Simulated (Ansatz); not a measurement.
# Phonons of AgO (F-43m) against volume, part 2 of 2

Wanted: mode Grüneisen parameters of AgO (F-43m).

Ansatz 0.2.0; DFT PBEsol, scalar-relativistic, plane waves, PAW; PAW set soft_1.

So far, highest frequency on the path or at a solved wavevector (cm⁻¹): step 2 (phonons on a q mesh) 373; step 4 (phonons at the other volume, volume ratio 0.97) 396.

### Step 5. Relaxing at another volume, volume ratio 1.03

The volume is scaled by 1.03 and held; symmetry leaves nothing to relax, so this is a single point. The modes can then be followed against volume.

Contents of input.yaml:

```yaml
crystal:
  lattice:
    - [0.0, 2.4994955456, 2.4994955456]
    - [2.4994955456, 0.0, 2.4994955456]
    - [2.4994955456, 2.4994955456, 0.0]
  atoms:
    - { symbol: Ag, position: [0.0, 0.0, 0.0] }
    - { symbol: O, position: [0.25, 0.25, 0.25] }
kpoints:
  mp_grid: { grid: [16, 16, 16] }
hamiltonian:
  xc: pbesol
  pseudopotentials: { kind: paw, azcp: { folder: soft_1 }, xc_functional: pbe }
scf:
  occupations: { method: methfessel_paxton, width: 0.2 }
output:
  forces: true
  stress: true
  eigenvalues: true
```

Run with:

```console
ansatz run input.yaml --threads 4 --pin off --max-ram 10240MiB --backend cpu --events-out ev --progress --plain --runs-dir out
```

Numbers of over 12 decimals in the logs are rounded to 6 here.

Log:

```text
[...]
Crystal: 2 atoms, lattice volume = 31.231 Å³
Basis set: ecut = 420 eV, 609 PW (Γ), exchange–correlation on 48×48×48 points (8 copies of the dense FFT grid, shifted against one another)
Bands: 17, of which v1, the nominal top of the filled ones, is band 13 counted from 1 (12 counted from 0)
Symmetry: 24 space group operations
[...]
k-points: 145 of 4096 (time reversal used)
[...]
--- Band table (eV; the first three rows and the last of 145) ---
  k-point 0: bands = [... 9 lower, 6.0848, 9.2995, 9.7661, 9.7661, 9.7661, 22.4785, 22.4785, 22.4785]
  k-point 1: bands = [... 9 lower, 6.0800, 9.2079, 9.7437, 9.7437, 9.9000, 22.0321, 22.5071, 22.5071]
  k-point 2: bands = [... 9 lower, 6.0698, 8.9568, 9.6770, 9.6770, 10.2683, 21.0203, 22.5744, 22.5744]
  k-point 144: bands = [... 9 lower, 6.7390, 6.7442, 6.7701, 8.3770, 16.4095, 17.3653, 18.8046, 19.2991]
[key lines of the parts left out:]
SCF converged after 8 iterations
Free energy (F): -8080.121639 eV
Fermi energy:    8.976302 eV
P = ⅓ Tr σ = -2.9791 GPa (-29.791 kbar)
```

Wall time 2 s (4 threads of Arm Neoverse V1, shared host); peak memory 0.38 GiB; 7.3 s of CPU time.

This step gave:

```yaml
pressure: -2.979 GPa
volume_per_atom: 15.62 Å³
```

The run ends at a pressure of -2.98 GPa.

### Step 6. Phonons at the other volume, volume ratio 1.03

The phonons are repeated at this volume on the same k and q meshes.

Edit input.yaml of step 5 so:

```diff
@@ -16,4 +16,11 @@
 output:
-  forces: true
-  stress: true
   eigenvalues: true
+phonons:
+  method: dfpt
+  qmesh: [4, 4, 4]
+  temperatures: { t_max: 1000, t_step: 50 }
+  qpath:
+    path:
+      - [[0.0, 0.0, 0.0], [-0.5, -0.5, 0.0], [-0.375, -0.375, 0.25]]
+      - [[-0.375, 0.0, 0.375], [0.0, 0.0, 0.0], [0.0, 0.0, 0.5], [-0.5, -0.25, 0.25], [-0.5, -0.5, 0.0]]
+    npoints: 10
```

Log:

```text
[...]
Crystal: 2 atoms, lattice volume = 31.231 Å³
Basis set: ecut = 420 eV, 609 PW (Γ), exchange–correlation on 48×48×48 points (8 copies of the dense FFT grid, shifted against one another)
Bands: 17, of which v1, the nominal top of the filled ones, is band 13 counted from 1 (12 counted from 0)
Symmetry: 24 space group operations
k-points: 145 of 4096 (time reversal used)
[...]
k-point 144: bands = [... 9 lower, 6.7389, 6.7442, 6.7701, 8.3770, 16.4095, 17.3653, 18.8046, 19.2991]
[...]
ASR residual: 9.811e-5 → 0.000e0 eV/Å²; symmetrization residual: 1.032e-6 eV/Å²
  ASR residual per site (eV/Å²): 9.81e-5 2.77e-5
  Γ frequencies (cm⁻¹): 0.00 0.00 0.00 176.93 176.93 176.93
--- Phonons (arbitrary-q DFPT): 8 irreducible q on the 4×4×4 mesh ---
[...]
interpolated dispersion: 62 rows × 6 modes
[...]
[key lines of the parts left out:]
SCF converged after 9 iterations
Free energy (F): -8080.121639 eV
Fermi energy:    8.976273 eV
```

Elapsed: 7.1 min, on 4 threads; peak memory 4.3 GiB.

This step gave:

| Item | Value |
| --- | --- |
| sum-rule residual before enforcement | 9.81e-5 eV/Å² |
| lowest frequency on the path | -55.59 cm⁻¹ |
| highest frequency on the path or at a solved wavevector | 351 cm⁻¹ |
| highest optical mode at the zone centre (no LO-TO term) | 176.9 cm⁻¹ |
| lowest optical zone-centre mode | 176.9 cm⁻¹ |
| lowest mode on the q mesh (acoustic modes at Γ apart) | -55.59 cm⁻¹ |

Frequencies (cm⁻¹) solved at each irreducible wavevector; negative means imaginary. Frequencies by wavevector, by row:

```
q in reciprocal lattice units  star  mode 1  mode 2  mode 3  mode 4  mode 5  mode 6
                        0 0 0     1       0       0       0   176.9   176.9   176.9
                     0 0 0.25     8    -8.4    -8.4      90     237     237   238.1
                     0 0 -0.5     4   -23.7   -23.7   129.6   269.7   269.7     351
                  0 0.25 0.25     6   -11.1   -11.1     105   235.3   253.2   253.2
                  0 0.25 -0.5    24   -20.8   -14.8   131.1   255.5   290.6   322.2
                 0 0.25 -0.25    12     -42   -12.3   122.6     244   259.9   303.9
                  0 -0.5 -0.5     3     -38     -38   139.7     214   315.1   315.1
              0.25 -0.5 -0.25     6   -55.6    21.2   133.9   262.4   292.1   322.5
```

The highest optical mode at the zone centre (no LO-TO term) is 176.9 cm⁻¹, -24.7 cm⁻¹ against the base run.

### Step 7. Grüneisen parameters

The Grüneisen parameter of a mode is minus the logarithmic change of its frequency with volume, −d ln ω / d ln V; weighted by heat capacity it gives the expansion.

This step gave:

| Item | Value |
| --- | --- |
| bulk modulus | 109 GPa |

Phonon branches along the path, in cm⁻¹:

```
    point  branch 1  branch 2  branch 3  branch 4  branch 5  branch 6
        Γ         0         0         0       202       202       202
        X       -54       -54       147       235       338       338
        U       -53       -46       144       274       324       345
jump to K       -53       -46       144       274       324       345
        Γ         0         0         0       202       202       202
        L       -38       -38       133       292       292       373
        W       -72       -32       141       284       315       346
        X       -54       -54       147       235       338       338
```

The same for volume x 0.97:

```
point  branch 1  branch 2  branch 3  branch 4  branch 5  branch 6
    Γ         0         0         0       227       227       227
    X       -69       -69       154       257       363       363
    U       -71       -61       151       297       349       370
    K       -71       -61       151       297       349       370
    Γ         0         0         0       227       227       227
    L       -49       -49       137       315       315       396
    W       -88       -53       148       307       340       372
    X       -69       -69       154       257       363       363
```

The same for volume x 1.03:

| point | branch 1 | branch 2 | branch 3 | branch 4 | branch 5 | branch 6 |
| --- | --- | --- | --- | --- | --- | --- |
| Γ | 0 | 0 | 0 | 177 | 177 | 177 |
| X | -38 | -38 | 140 | 214 | 315 | 315 |
| U | -33 | -28 | 137 | 252 | 301 | 321 |
| K | -33 | -28 | 137 | 252 | 301 | 321 |
| Γ | 0 | 0 | 0 | 177 | 177 | 177 |
| L | -24 | -24 | 130 | 270 | 270 | 351 |
| W | -56 | 21 | 134 | 262 | 292 | 322 |
| X | -38 | -38 | 140 | 214 | 315 | 315 |

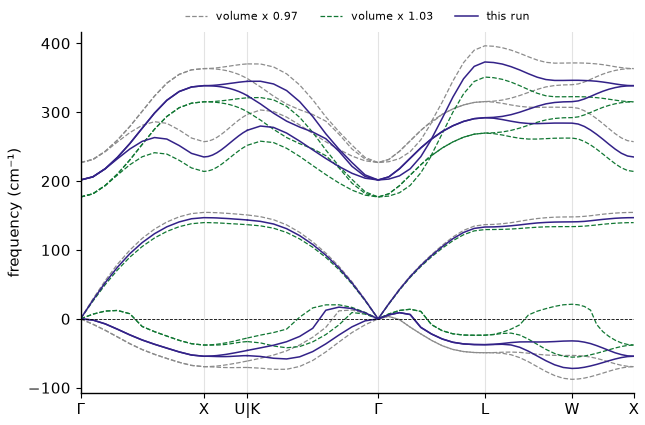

Phonon branches along the path; dashed: volume x 0.97 and volume x 1.03.

### Step 8. Results

```
bulk modulus : 109 GPa
```

No expansion is given, because modes are imaginary at one volume or more. The highest optical mode at Γ goes from 227 to 177 cm⁻¹ as the cell grows, a Grüneisen parameter of 4.14. Branches are matched by rank, so values near crossings are rough. With no gap, or one that is small against the smearing, the frequencies hang on the k mesh and the smearing, most of all near Kohn anomalies. The phonon runs are without spin polarisation, although the cell has an odd electron count. The PAW files were made for PBE and serve the other functionals too.

[Logs are printed without paths, hosts, clocks, repeated set-up lines and the standing remarks that a program may print on its own settings, such as how far it seeks lower states.]

[Hosts, paths, dates, database ids (printed as entryN), source tags and the programs' standing remarks are cut or masked in the printed files.]
